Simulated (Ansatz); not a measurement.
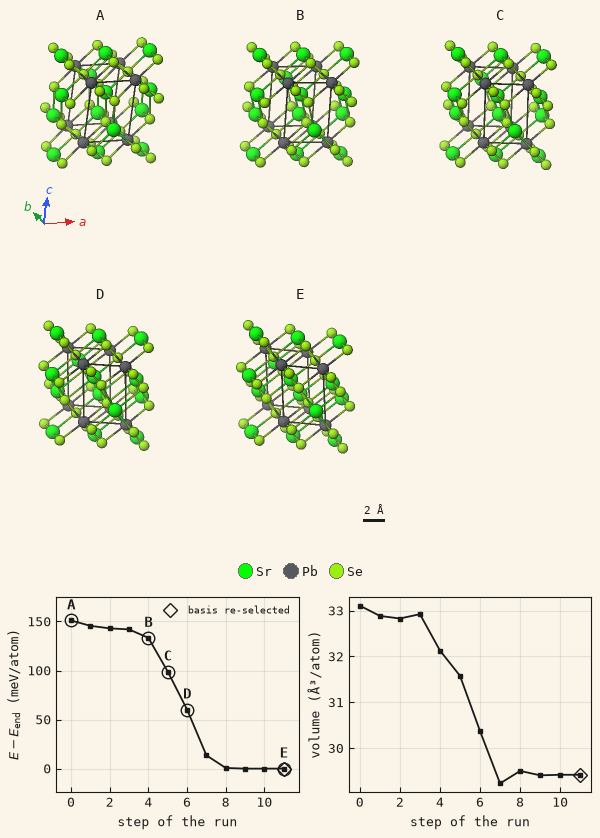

Frames of a relaxation of solid Sr$_{2}$PbSe$_{3}$ (built on the Li2CeO3-65 type type), marked on the history of the run. Style: ball-and-stick. Shown: the cell of the calculation, reduced to other axes, slightly off an axis. Lengths and directions refer to the drawn axes.

Case: shaken.

Computed with DFT, PBEsol, plane waves, PAW (Ansatz 0.2.0). Settings: plane-wave cutoff 420 eV; k-point mesh 4 × 4 × 4; occupations fermi dirac; smearing width 0.05 eV; no spin polarisation; cell and atoms relaxed; force threshold 0.01 eV/Å; at most 120 steps.

Q: What happens along the run?

A: The energy falls by 151 meV per atom in 10 accepted moves (11 points after the start). The largest force component goes from 0.35 to 0.00066 eV/Å. The pressure goes from −0.06 to 0.00 GPa. At 1 point the geometry stayed and the basis and grid were re-selected for the new cell (energy shift of less than 0.05 meV per atom at most each time). A Se atom moves most relative to the cell: 0.76 Å roughly along [−3 −1 −1]. Largest moves by element: Se 0.76 Å, Sr 0.70 Å, Pb 0.04 Å. The drawn cell changes as follows: a 4.559 → 4.366 Å (−4.2 %), b 6.154 → 6.171 Å (+0.3 %), c 7.708 → 7.563 Å (−1.9 %), α 113.3° → 114.1°, β 90.4° → 106.8°, γ 90.6° → 90.0°; the volume changes by −11.1 %. Some distances before and after: Se–Sr 5.481 → 3.097 Å, Pb–Se 2.955 → 3.089 Å, Se–Sr 2.984 → 3.097 Å, Se–Sr 3.012 → 3.077 Å. New bonds form: Se–Sr (5.48 → 3.10 Å). Bond angles that change, for instance: Sr–Se–Pb 129.3° → 179.9°, Se–Sr–Se 130.9° → 179.6°, Sr–Se–Pb 131.8° → 179.9°. The space group (tolerance 0.01 Å) goes from P1 (No. 1) to Immm (No. 71). Cost: 3.1 min on 2 threads of Arm Neoverse V2, on a shared host, peak memory 0.6 GiB. From step 0 to 4: a Se atom moves most (0.33 Å), volume −3.0 %, energy −17.8 meV per atom. From step 4 to 5: a Se atom moves most (0.18 Å), volume −1.7 %, energy −34.4 meV per atom. From step 5 to 6: Sr and Se atoms move most (0.17 Å), volume −3.8 %, energy −38.7 meV per atom. From step 6 to 11: a Se atom moves most (0.27 Å), volume −3.1 %, energy −60.2 meV per atom.

| step | E − E(0), meV/atom | largest force component, eV/Å | pressure, GPa | volume, Å³/atom | note |
| --- | --- | --- | --- | --- | --- |
| 0 | 0.00 | 0.3521 | -0.06 | 33.109 |  |
| 1 | -5.49 | 0.2749 | 0.02 | 32.885 |  |
| 2 | -8.06 | 0.0146 | 0.10 | 32.828 |  |
| 3 | -9.13 | 0.0301 | -0.07 | 32.923 |  |
| 4 | -17.78 | 0.3749 | 0.34 | 32.130 |  |
| 5 | -52.13 | 0.3002 | -0.39 | 31.579 |  |
| 6 | -90.84 | 0.6463 | -0.02 | 30.372 |  |
| 7 | -137.55 | 0.5157 | 0.59 | 29.232 |  |
| 8 | -150.42 | 0.0435 | -0.13 | 29.505 |  |
| 9 | -151.10 | 0.0117 | 0.02 | 29.409 |  |
| 10 | -151.10 | 0.0007 | 0.00 | 29.421 |  |
| 11 | -151.06 | 0.0007 | 0.00 | 29.421 | same geometry, new basis |
